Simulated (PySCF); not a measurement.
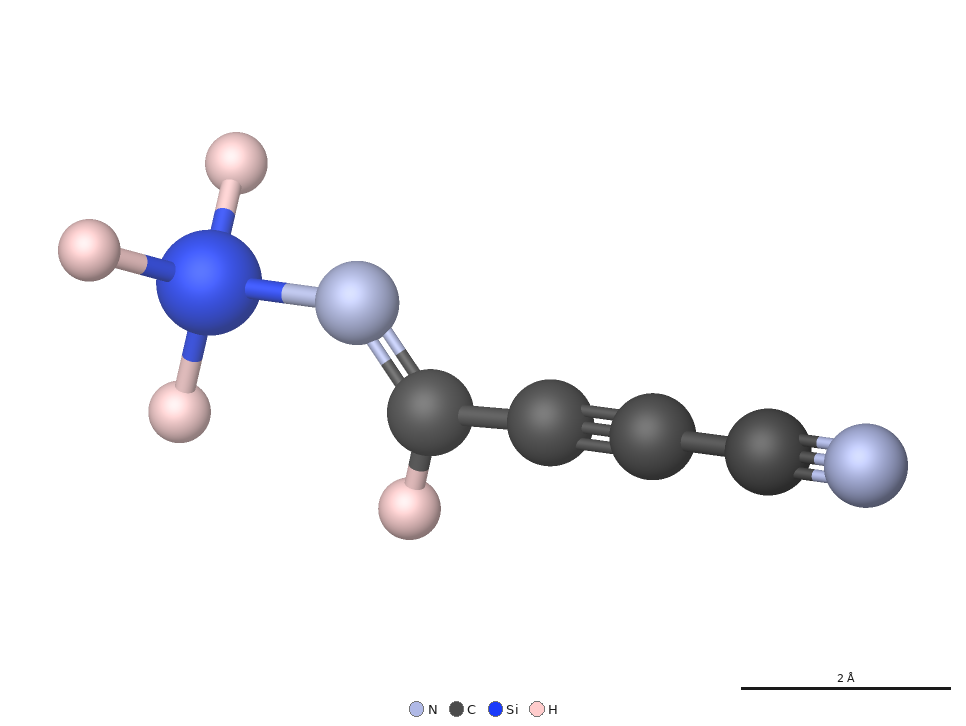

The geometry was computed by an optimisation with PBE0-D3(BJ)/def2-SVP. No frequency run is at hand to confirm it as a minimum.

Identify the structure.

Formula C4H4N2Si. Its SMILES string is `N#CC#C/C=N/[SiH3]`. It has no ring. Among its groups: nitrile, alkyne, imine, Si–H bond, Si–N bond. Coordination: 3 C linear; 1 C trigonal planar; 1 N bent; 1 Si tetrahedral.

The parts below concern this one geometry. Atoms keep their numbers from picture to picture.

Geometry

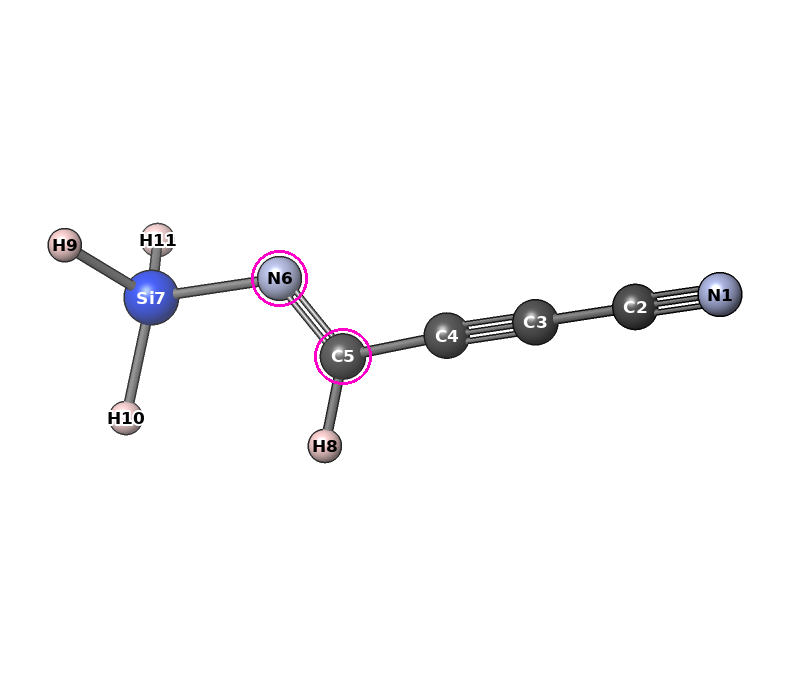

Distant atoms are faded towards the background colour. Circles mark the stereogenic atoms. No frequency run is at hand to confirm it as a minimum.

What are the Cahn–Ingold–Prelog descriptors?

Answer. C5=N6: E.

Charges

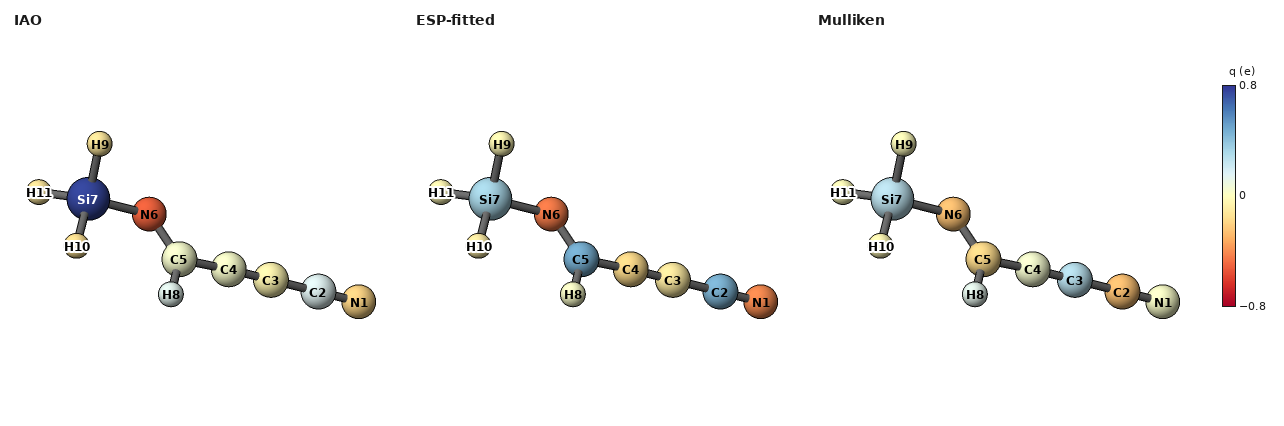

Atomic charges of one calculation by 3 schemes, on one colour scale. No frequency run is at hand to confirm it as a minimum. Computed with PBE0/def2-TZVP (PySCF 2.14.0).

On which atom do the schemes disagree most?

Answer. On C2 (from −0.26 to 0.45 e).

List the charges (e), one line for each set of equivalent atoms.

| atom | IAO | ESP-fitted | Mulliken |
| --- | --- | --- | --- |
| N1 | −0.19 | −0.41 | 0.03 |
| C2 | 0.15 | 0.45 | −0.26 |
| C3 | −0.05 | −0.10 | 0.28 |
| C4 | 0.04 | −0.17 | 0.04 |
| C5 | 0.04 | 0.47 | −0.17 |
| N6 | −0.50 | −0.44 | −0.26 |
| Si7 | 0.75 | 0.32 | 0.26 |
| H8 | 0.13 | 0.03 | 0.13 |
| H9, H11 | −0.11 | −0.03 | −0.01 |
| H10 | −0.15 | −0.08 | −0.04 |

NMR shielding

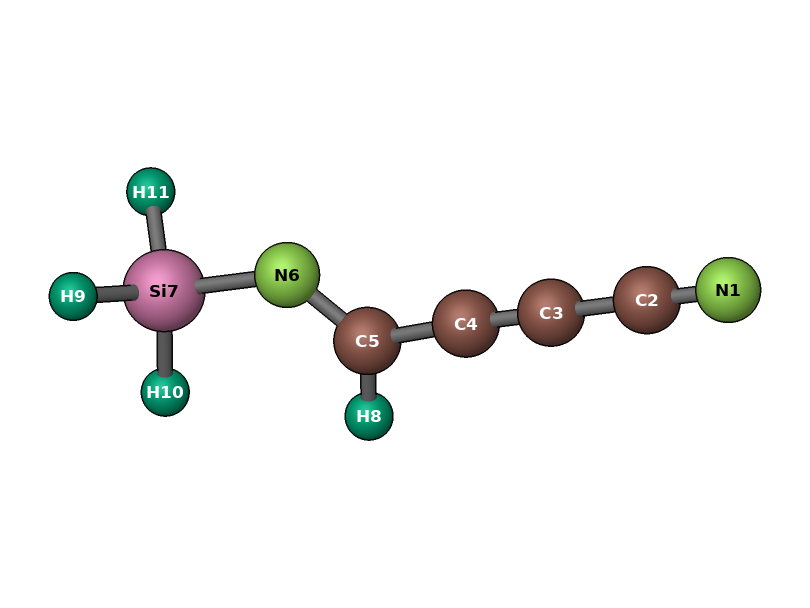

No frequency run is at hand to confirm it as a minimum. Level of theory: GIAO PBE0/cc-pVDZ NMR shielding, non-relativistic, gas phase (PySCF 2.14.0). Principal shieldings σ11 ≤ σ22 ≤ σ33, span Ω = σ33 − σ11, skew κ = 3(σiso − σ22)/Ω.

Give the shielding tensors of the Si atoms.

```tsv
atom	σ11	σ22	σ33	σiso	Ω	κ
Si7	403.5	447.1	509.2	453.3	105.7	0.18
```

Shieldings and span in ppm.

Bond orders

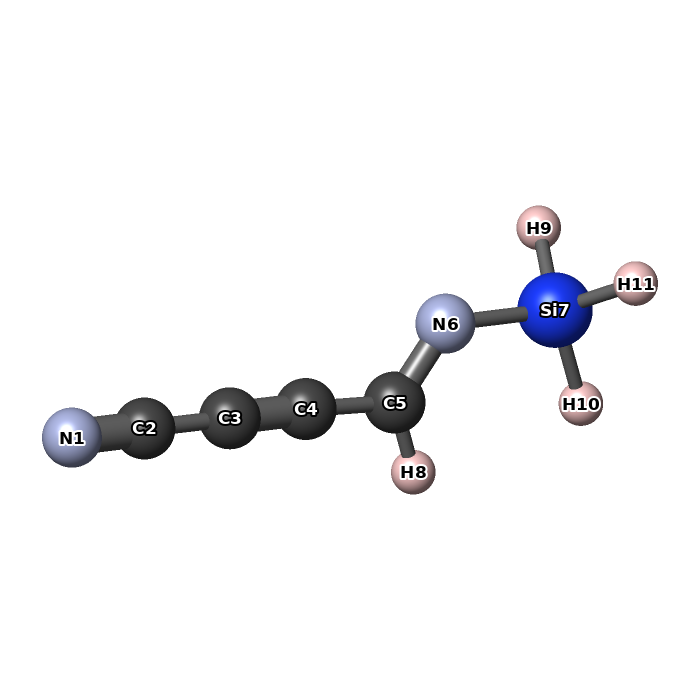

The thickness of each stick grows with its Mayer bond order. No frequency run is at hand to confirm it as a minimum. Level of theory: PBE0/def2-TZVP (PySCF 2.14.0).

Which bond has the highest Mayer bond order?

Answer. N1–C2, 2.92, at a length of 1.163 Å.

List the Mayer bond orders of N1–C2, C2–C3, C3–C4, C4–C5, C5–N6, C5–H8, N6–Si7, Si7–H10, Si7–H9 (one bond of each equivalent set).

| bond | Mayer order | length (Å) |
| --- | --- | --- |
| N1–C2 | 2.92 | 1.163 |
| C2–C3 | 1.23 | 1.373 |
| C3–C4 | 2.65 | 1.218 |
| C4–C5 | 1.11 | 1.437 |
| C5–N6 | 2.01 | 1.268 |
| C5–H8 | 0.96 | 1.112 |
| N6–Si7 | 1.05 | 1.760 |
| Si7–H10 | 0.93 | 1.500 |
| Si7–H9 | 0.95 | 1.489 |

Mulliken values depend strongly on the basis set and can even reverse the polarity of a bond.
